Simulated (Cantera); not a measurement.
Feed: 1 mol Al₂O₃, a varied amount of SiCl₄, 2.2 mol O₂, equilibrated at 1548.15 K and 1.00 bar.

Method: chemical equilibrium by Gibbs-energy minimisation in Cantera with the NASA 1993 tables (ideal gas, pure condensed phases). Candidate condensed phases: Al, AlCl₃, Al₂O₃, Al₂SiO₅, Al₆Si₂O₁₃, Si, SiO₂; 26 gas species. Mutual solubility and eutectic melting of coexisting phases are not modelled. The tables hold silica as quartz up to 1696 K and as liquid above; real silica turns to tridymite and cristobalite and melts near 1996 K. Condensed phases not in the tables: alloys, solid solutions and most ternary compounds. Kinetics and transport are ignored.

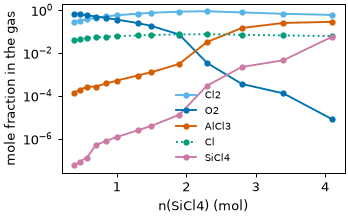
*Equilibrium gas composition (values under 1e-9 drawn at 1e-9)*

### Question
Read off the mole fractions at 0.57 mol SiCl₄.

### Answer
O₂ about 0.57, Cl₂ about 0.38, Cl about 0.049, AlCl₃ about 0.00026, SiCl₄ about 1.3e-7.
